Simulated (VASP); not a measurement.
**FeSi (Fersilicite): convergence with the SCF solver and precision settings**

A convergence test on FeSi (Fersilicite): the SCF solver and precision settings. The series runs use PBE. The SCF solver tried: ALGO = Normal; ALGO = Fast; ALGO = VeryFast; ALGO = All; ALGO = Damped; AMIX = 0.1, BMIX = 0.01; AMIX = 0.8; IMIX = 1, AMIX = 0.2. The precision settings tried: PREC = Low; PREC = Medium; PREC = Normal; PREC = Single; PREC = Accurate; LREAL = Auto; ADDGRID = .TRUE.; LASPH = .FALSE.. The start is a cell from a database of measured crystal structures.

Main program and level: VASP 6.6.1; PBE, spin-polarised from a ferromagnetic start; plane waves and PAW (Fe, Si).

The database entry behind the starting cell differs from later determinations by our own check (about 0.5 % short), so it need not match the best structure at ambient conditions.

## 1. The starting structure

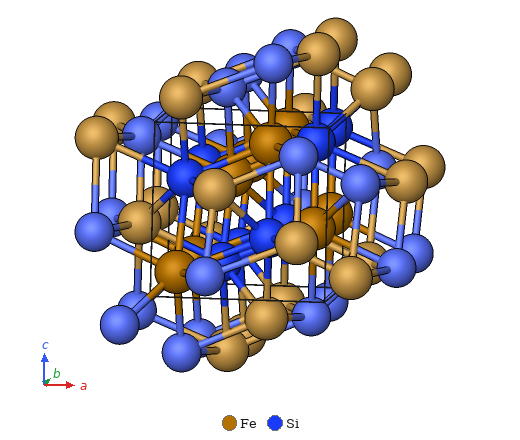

Start, viewed slightly off an axis; iron orange, silicon blue. 1×2×1 cells are drawn. Some periodic images of atoms are drawn too.

Coordinates:

```
Fe Si
1.0
     4.46700    0.00000    0.00000
     0.00000    4.46700    0.00000
     0.00000    0.00000    4.46700
Fe Si
4 4
Cartesian
  0.5986 0.5986 0.5986
  1.6349 3.8684 2.8321
  2.8321 1.6349 3.8684
  3.8684 2.8321 1.6349
  3.7724 3.7724 3.7724
  2.9281 0.6946 1.5389
  1.5389 2.9281 0.6946
  0.6946 1.5389 2.9281
```

## 2. SCF solver: ALGO = Normal

All solvers should reach one answer; they differ in cycles and robustness. PBE, the usual starting point, adds the gradient of the density.

INCAR

```
SYSTEM = FeSi
PREC = Accurate
ENCUT = 400
EDIFF = 1E-06
NELM = 100
ISMEAR = -1
SIGMA = 0.05
LREAL = .FALSE.
ALGO = Normal
GGA = PE
NBANDS = 43
ISPIN = 2
MAGMOM = 3 3 3 3 0 0 0 0
LASPH = .TRUE.
LMAXMIX = 4
LORBIT = 11
LWAVE = .FALSE.
LCHARG = .FALSE.
KPAR = 8
ISIF = 2
```

POSCAR

```
FeSi
1.0
    4.4670000000      0.0000000000      0.0000000000
    0.0000000000      4.4670000000      0.0000000000
    0.0000000000      0.0000000000      4.4670000000
Fe Si
4 4
Direct
    0.1340000000      0.1340000000      0.1340000000
    0.3660000000      0.8660000000      0.6340000000
    0.6340000000      0.3660000000      0.8660000000
    0.8660000000      0.6340000000      0.3660000000
    0.8445000000      0.8445000000      0.8445000000
    0.6555000000      0.1555000000      0.3445000000
    0.3445000000      0.6555000000      0.1555000000
    0.1555000000      0.3445000000      0.6555000000
```

KPOINTS

```
Automatic mesh
0
Gamma
5 5 5
0 0 0
```

The projector-augmented-wave data sets are Fe and Si (PBE family, release 64).

Command:

```bash
$ mpirun -np 8 vasp_std
```

Log:

```text
[banner, memory and clock lines left out]
running    8 mpi-ranks, on    1 nodes
 distrk:  each k-point on    1 cores,    8 groups
 distr:  one band on    1 cores,    1 groups

 POSCAR found type information on POSCAR FeSi
 POSCAR found :  2 types and       8 ions
|                                                                             |
|           W    W    AA    RRRRR   N    N  II  N    N   GGGG   !!!           |
|           W    W   A  A   R    R  NN   N  II  NN   N  G    G  !!!           |
|           W    W  A    A  R    R  N N  N  II  N N  N  G       !!!           |
|           W WW W  AAAAAA  RRRRR   N  N N  II  N  N N  G  GGG   !            |
|           WW  WW  A    A  R   R   N   NN  II  N   NN  G    G                |
|           W    W  A    A  R    R  N    N  II  N    N   GGGG   !!!           |
|                                                                             |
|     For optimal performance we recommend to set                             |
|       NCORE = 2 up to number-of-cores-per-socket                            |
|     NCORE specifies how many cores store one orbital (NPAR=cpu/NCORE).      |
|     This setting can greatly improve the performance of VASP for DFT.       |
|     The default, NCORE=1 might be grossly inefficient on modern             |
|     multi-core architectures or massively parallel machines. Do your        |
|     Unfortunately you need to use the default for GW and RPA                |
|     calculations (for HF NCORE is supported but not extensively tested      |
|     yet).                                                                   |
|                                                                             |

 LDA part: xc-table for (Slater+PW92), standard interpolation
 POSCAR, INCAR and KPOINTS ok, starting setup
 FFT: planning ... GRIDC
 FFT: planning ... GRID_SOFT
 FFT: planning ... GRID
 WAVECAR not read
 entering main loop
       N       E                     dE             d eps       ncg     rms          rms(c)
DAV:   1     0.301634349288E+03    0.30163E+03   -0.15760E+04  1892   0.101E+03
DAV:   2    -0.398248110677E+02   -0.34146E+03   -0.31641E+03  1895   0.272E+02
DAV:   3    -0.635206198113E+02   -0.23696E+02   -0.22130E+02  2182   0.853E+01
DAV:   4    -0.643341333286E+02   -0.81351E+00   -0.80554E+00  2488   0.153E+01
DAV:   5    -0.643595320949E+02   -0.25399E-01   -0.25364E-01  2362   0.241E+00    0.340E+01
DAV:   6    -0.696670479953E+02   -0.53075E+01   -0.65110E+01  2430   0.110E+02    0.308E+01
DAV:   7    -0.588631340703E+02    0.10804E+02   -0.32697E+01  2255   0.803E+01    0.823E+00
DAV:   8    -0.587828337734E+02    0.80300E-01   -0.22260E+00  2413   0.796E+00    0.379E+00
DAV:   9    -0.586986295187E+02    0.84204E-01   -0.15530E-01  2701   0.440E+00    0.200E+00
DAV:  10    -0.586994991756E+02   -0.86966E-03   -0.24785E-02  2861   0.129E+00    0.151E+00
DAV:  11    -0.587170323622E+02   -0.17533E-01   -0.26559E-02  2829   0.207E+00    0.858E-01
DAV:  12    -0.587364282257E+02   -0.19396E-01   -0.24685E-02  2933   0.182E+00    0.891E-01
DAV:  13    -0.587397334925E+02   -0.33053E-02   -0.46301E-03  2768   0.480E-01    0.780E-01
DAV:  14    -0.587457702065E+02   -0.60367E-02   -0.52604E-03  2892   0.970E-01    0.585E-01
DAV:  15    -0.587472211043E+02   -0.14509E-02   -0.49091E-03  2920   0.791E-01    0.307E-01
DAV:  16    -0.587464587028E+02    0.76240E-03   -0.28091E-03  2868   0.737E-01    0.330E-01
DAV:  17    -0.587473221200E+02   -0.86342E-03   -0.17866E-03  2747   0.706E-01    0.947E-02
DAV:  18    -0.587473674651E+02   -0.45345E-04   -0.22964E-04  2112   0.106E-01    0.581E-02
DAV:  19    -0.587473757222E+02   -0.82571E-05   -0.10899E-05  2879   0.364E-02    0.229E-02
DAV:  20    -0.587473776175E+02   -0.18953E-05   -0.24827E-06  1482   0.118E-02    0.993E-03
DAV:  21    -0.587473782964E+02   -0.67892E-06   -0.60661E-07  1130   0.805E-03
   1 F= -.58747378E+02 E0= -.58726585E+02  d E =-.415857E-01  mag=    -0.0008
```

Elapsed: 21 s, on 8 MPI ranks of Intel Xeon Platinum 8375C at 2.90GHz (Ice Lake), shared host; peak memory 1.8 GiB; 2.1 min of CPU time.

Lines that name or quote the potential files are left out of all logs, and their timing lines are given in words.

Parts of OUTCAR (step 2):

```text
ion  position               nearest neighbor table
   1  0.134  0.134  0.134-   5 2.24   6 2.34   7 2.34   8 2.34   8 2.51   7 2.51   6 2.51   3 2.74
                             4 2.74   2 2.74   2 2.74   4 2.74   3 2.74
   2  0.366  0.866  0.634-   6 2.24   5 2.34   7 2.34   8 2.34   7 2.51   8 2.51   5 2.51   1 2.74
                             1 2.74   3 2.74   3 2.74   4 2.74   4 2.74
   3  0.634  0.366  0.866-   7 2.24   6 2.34   5 2.34   8 2.34   6 2.51   8 2.51   5 2.51   1 2.74
                             4 2.74   2 2.74   2 2.74   4 2.74   1 2.74
   4  0.866  0.634  0.366-   8 2.24   6 2.34   7 2.34   5 2.34   5 2.51   6 2.51   7 2.51   1 2.74
                             3 2.74   2 2.74   1 2.74   2 2.74   3 2.74
   5  0.844  0.844  0.844-   1 2.24   2 2.34   3 2.34   4 2.34   4 2.51   3 2.51   2 2.51   6 2.76
                             8 2.76   6 2.76   8 2.76   7 2.76   7 2.76
   6  0.656  0.156  0.344-   2 2.24   1 2.34   3 2.34   4 2.34   3 2.51   4 2.51   1 2.51   5 2.76
                             5 2.76   7 2.76   7 2.76   8 2.76   8 2.76
   7  0.344  0.656  0.156-   3 2.24   2 2.34   1 2.34   4 2.34   2 2.51   4 2.51   1 2.51   6 2.76
                             8 2.76   8 2.76   6 2.76   5 2.76   5 2.76
   8  0.156  0.344  0.656-   4 2.24   2 2.34   3 2.34   1 2.34   1 2.51   2 2.51   3 2.51   5 2.76
                             7 2.76   5 2.76   7 2.76   6 2.76   6 2.76

  LATTYP: Found a simple cubic cell.
 ALAT       =     4.4670000000

 Subroutine GETGRP returns: Found 12 space group operations
 (whereof  3 operations were pure point group operations)

The static configuration has the point symmetry C_3 .
 The point group associated with its full space group is T   .

 Found     11 irreducible k-points:

   k-points           NKPTS =     11   k-points in BZ     NKDIM =     11   number of bands    NBANDS=     43

   dimension x,y,z NGX =    30 NGY =   30 NGZ =   30
   dimension x,y,z NGXF=    60 NGYF=   60 NGZF=   60

   ENCUT  =  400.0 eV  29.40 Ry    5.42 a.u.   7.28  7.28  7.28*2*pi/ulx,y,z

   NELECT =      48.0000    total number of electrons

 k-points in reciprocal lattice and weights: Automatic mesh
   0.00000000  0.00000000  0.00000000       0.008
   0.20000000  0.00000000  0.00000000       0.048
   0.40000000  0.00000000  0.00000000       0.048
   0.20000000  0.20000000  0.00000000       0.096
   0.40000000  0.20000000  0.00000000       0.096
  -0.20000000  0.40000000  0.00000000       0.096
   0.40000000  0.40000000  0.00000000       0.096
   0.20000000  0.20000000  0.20000000       0.064
   0.40000000  0.20000000  0.20000000       0.192
   0.40000000  0.40000000  0.20000000       0.192
   0.40000000  0.40000000  0.40000000       0.064

 average (electrostatic) potential at core
       1 -39.5305       2 -39.5305       3 -39.5305       4 -39.5305       5 -79.8219
       6 -79.8219       7 -79.8219       8 -79.8219

 E-fermi :   9.6501

 spin component 1
 k-point     1 :       0.0000    0.0000    0.0000
  band No.  band energies     occupation
    ...
     20       9.3091      0.99891
     21       9.3091      0.99891
     22       9.3091      0.99891
     23       9.5509      0.87904
     24       9.5509      0.87903
     25      10.1993      0.00002
     26      10.1993      0.00002
     27      10.1993      0.00002
     28      12.5136      0.00000
     29      12.5136      0.00000
    ...

 k-point     2 :       0.2000    0.0000    0.0000
  band No.  band energies     occupation
    ...
     20       8.9735      1.00000
     21       9.1525      0.99995
     22       9.4651      0.97585
     23       9.5398      0.90064
     24       9.5640      0.84830
     25       9.9022      0.00641
     26      10.0910      0.00015
     27      10.7424      0.00000
     28      11.9088      0.00000
     29      12.0243      0.00000
    ...

 k-point     3 :       0.4000    0.0000    0.0000
  band No.  band energies     occupation
    ...
     20       8.5113      1.00000
     21       9.1503      0.99995
     22       9.2923      0.99922
     23       9.5458      0.88938
     24       9.5566      0.86630
     25       9.7705      0.08253
     26       9.8425      0.02086
     27      11.1258      0.00000
     28      11.4499      0.00000
     29      11.6939      0.00000
    ...

 k-point     4 :       0.2000    0.2000    0.0000
  band No.  band energies     occupation
    ...
     20       8.9452      1.00000
     21       9.0114      1.00000
     22       9.2697      0.99950
     23       9.4734      0.97164
     24       9.5671      0.84021
     25       9.7834      0.06495
     26      10.1243      0.00008
     27      10.8336      0.00000
     28      11.9024      0.00000
     29      11.9995      0.00000
    ...

 k-point     5 :       0.4000    0.2000    0.0000
  band No.  band energies     occupation
    ...
     20       8.5306      1.00000
     21       9.0167      1.00000
     22       9.0627      0.99999
     23       9.4177      0.99050
     24       9.4860      0.96381
     25       9.7386      0.14537
     26       9.9296      0.00372
     27      11.2344      0.00000
     28      11.6879      0.00000
     29      11.9218      0.00000
    ...

 k-point     6 :      -0.2000    0.4000    0.0000
  band No.  band energies     occupation
    ...
     20       8.5431      1.00000
     21       9.0019      1.00000
     22       9.0763      0.99999
     23       9.4314      0.98754
     24       9.5036      0.94930
     25       9.7487      0.12202
     26       9.9681      0.00172
     27      11.0455      0.00000
     28      11.4550      0.00000
     29      12.0836      0.00000
    ...

  Total       -1.4986320     -1.4986320     -1.4986320      0.0000000      0.0000000      0.0000000
  in kB      -26.9375265    -26.9375265    -26.9375265      0.0000000      0.0000000      0.0000000
  external PRESSURE =     -26.9375265 kB  Pullay stress =       0.0000000 kB

  energy-cutoff  :      400.00
  volume of cell :       89.13
      direct lattice vectors                 reciprocal lattice vectors
     4.467000000  0.000000000  0.000000000     0.223863891  0.000000000  0.000000000
     0.000000000  4.467000000  0.000000000     0.000000000  0.223863891  0.000000000
     0.000000000  0.000000000  4.467000000     0.000000000  0.000000000  0.223863891

 POSITION                                       TOTAL-FORCE (eV/Angst)
 -----------------------------------------------------------------------------------
      0.59858      0.59858      0.59858         0.154562      0.154562      0.154562
      1.63492      3.86842      2.83208        -0.154562     -0.154562      0.154562
      2.83208      1.63492      3.86842         0.154562     -0.154562     -0.154562
      3.86842      2.83208      1.63492        -0.154562      0.154562     -0.154562
      3.77238      3.77238      3.77238        -0.297993     -0.297993     -0.297993
      2.92812      0.69462      1.53888         0.297993      0.297993     -0.297993
      1.53888      2.92812      0.69462        -0.297993      0.297993      0.297993
      0.69462      1.53888      2.92812         0.297993     -0.297993      0.297993
 -----------------------------------------------------------------------------------
    total drift:                                0.000000     -0.000000     -0.000000

  FREE ENERGIE OF THE ION-ELECTRON SYSTEM (eV)
  ---------------------------------------------------
  free  energy   TOTEN  =       -58.7473782964 eV

  energy  without entropy=      -58.7057926338  energy(sigma->0) =      -58.72658547

 total charge
# of ion       s       p       d       tot
------------------------------------------
    1        0.434   0.633   6.553   7.620
    2        0.434   0.633   6.553   7.620
    3        0.434   0.633   6.553   7.620
    4        0.434   0.633   6.553   7.620
    5        0.737   0.892   0.000   1.629
    6        0.737   0.892   0.000   1.629
    7        0.737   0.892   0.000   1.629
    8        0.737   0.892   0.000   1.629
--------------------------------------------------
tot          4.686   6.097  26.211  36.994

 magnetization (x)
# of ion       s       p       d       tot
------------------------------------------
    1        0.000   0.000  -0.001  -0.001
    2        0.000   0.000  -0.001  -0.001
    3        0.000   0.000  -0.001  -0.001
    4        0.000   0.000  -0.001  -0.001
    5        0.000   0.000   0.000   0.000
    6        0.000   0.000   0.000   0.000
    7        0.000   0.000   0.000   0.000
    8        0.000   0.000   0.000   0.000
--------------------------------------------------
tot          0.000   0.000  -0.002  -0.002

[... 6 further parts left out ...]
```

The moments of the start collapse, so the state is non-magnetic; other starts or orders were not tried. The gap is read on the k-mesh alone, so it is an upper bound where the band edges lie off the mesh.

Numbers from this step:

| Item | Value |
| --- | --- |
| SCF cycles | 21 |
| electrons | 48 |
| bands | 43 |
| irreducible k-points | 11 |
| symmetry operations | 12 |
| free energy (TOTEN) | -58.7474 eV |
| energy at zero smearing | -58.7266 eV |
| Fermi energy | 9.650 eV |
| pressure | -2.694 GPa |
| moment of the cell, from the last line of the log | 0 μB |
| metallic | no |
| valence top at k | 0.2, 0.2, 0 |
| conduction bottom at k | 0.4, 0.2, 0 |
| least direct gap at k | 0.4, 0, 0 |
| gap on the k-mesh | 0.1707 eV |
| least direct gap on the k-mesh | 0.2139 eV |

Spin moment in the PAW sphere by atom:

```tsv
atom	spin moment in the PAW sphere (μB)
Fe1	-0.0010
Fe2	-0.0010
Fe3	-0.0010
Fe4	-0.0010
Si5	0.0000
Si6	0.0000
Si7	0.0000
Si8	0.0000
```

The series starts at -7.3408 eV an atom and -2.69 GPa, after 21 cycles in 21 s.

## 3. SCF solver: ALGO = Fast

Edit INCAR of step 2 so:

```diff
@@ -8,3 +8,3 @@
 LREAL = .FALSE.
-ALGO = Normal
+ALGO = Fast
 GGA = PE
```

POSCAR is that of step 2.

KPOINTS is that of step 2.

Command:

```bash
$ mpirun -np 8 vasp_std
```

Log:

```text
[banner, memory and clock lines left out]
running    8 mpi-ranks, on    1 nodes
[...]
[... a notice as in an earlier step ...]

 LDA part: xc-table for (Slater+PW92), standard interpolation
 POSCAR, INCAR and KPOINTS ok, starting setup
[...]
entering main loop
       N       E                     dE             d eps       ncg     rms          rms(c)
[... 5 cycles as in an earlier step ...]
RMM:   6    -0.692257828028E+02   -0.48663E+01   -0.70476E+01  2110   0.668E+01    0.314E+01
RMM:   7    -0.589371577167E+02    0.10289E+02   -0.20353E+01  1898   0.385E+01    0.856E+00
RMM:   8    -0.587196353395E+02    0.21752E+00   -0.55074E-01  2211   0.372E+00    0.333E+00
RMM:   9    -0.586917849541E+02    0.27850E-01   -0.14938E-01  2176   0.176E+00    0.187E+00
[...]
RMM:  21    -0.587473770815E+02    0.35502E-05   -0.41900E-06  2032   0.135E-02    0.103E-02
RMM:  22    -0.587473783300E+02   -0.12486E-05   -0.89753E-07  1369   0.696E-03    0.637E-03
RMM:  23    -0.587473784147E+02   -0.84676E-07   -0.31693E-07  1279   0.308E-03
   1 F= -.58747378E+02 E0= -.58726596E+02  d E =-.415653E-01  mag=    -0.0017
```

The job ended after 23 s (8 MPI ranks; peak memory 1.7 GiB; 2.3 min of CPU time).

OUTCAR, selected parts (step 3):

```text
  Total       -1.5038338     -1.5038338     -1.5038338      0.0000000     -0.0000000      0.0000000
  in kB      -27.0310277    -27.0310277    -27.0310277      0.0000000     -0.0000000      0.0000000
  external PRESSURE =     -27.0310277 kB  Pullay stress =       0.0000000 kB

 POSITION                                       TOTAL-FORCE (eV/Angst)
 -----------------------------------------------------------------------------------
      0.59858      0.59858      0.59858         0.154459      0.154459      0.154459
      1.63492      3.86842      2.83208        -0.154459     -0.154459      0.154459
      2.83208      1.63492      3.86842         0.154459     -0.154459     -0.154459
      3.86842      2.83208      1.63492        -0.154459      0.154459     -0.154459
      3.77238      3.77238      3.77238        -0.298068     -0.298068     -0.298068
      2.92812      0.69462      1.53888         0.298068      0.298068     -0.298068
      1.53888      2.92812      0.69462        -0.298068      0.298068      0.298068
      0.69462      1.53888      2.92812         0.298068     -0.298068      0.298068
 -----------------------------------------------------------------------------------
    total drift:                                0.000000     -0.000000     -0.000000

  FREE ENERGIE OF THE ION-ELECTRON SYSTEM (eV)
  ---------------------------------------------------
  free  energy   TOTEN  =       -58.7473784147 eV

  energy  without entropy=      -58.7058131623  energy(sigma->0) =      -58.72659579

 magnetization (x)
# of ion       s       p       d       tot
------------------------------------------
    1        0.000   0.000  -0.000  -0.000
    2        0.000   0.000  -0.000  -0.000
    3        0.000   0.000  -0.000  -0.000
    4        0.000   0.000  -0.000  -0.000
    5        0.000   0.000   0.000   0.000
    6        0.000   0.000   0.000   0.000
    7        0.000   0.000   0.000   0.000
    8        0.000   0.000   0.000   0.000
--------------------------------------------------
tot          0.000   0.000  -0.001  -0.001

[... 2 parts as in an earlier step ...]

[... 1 further part left out ...]
[key lines of the parts left out:]
E-fermi :   9.6501
```

Against the first of the series the energy stays within 0.01 meV an atom; the pressure moves by -0.01 GPa, after 23 cycles in 23 s.

(Continued in part 2 of 4.)

[Lines on the potential files, build, host, timing and source positions are cut from VASP's logs without a mark.]

[Logs are printed without paths, hosts, clocks, repeated set-up lines and the standing remarks that a program may print on its own settings, such as how far it seeks lower states.]

[Hosts, paths, dates, database ids (printed as entryN), source tags and the programs' standing remarks are cut or masked in the printed files.]

[A measured line is paired with the nearest computed mode of its activity, which favours agreement.]
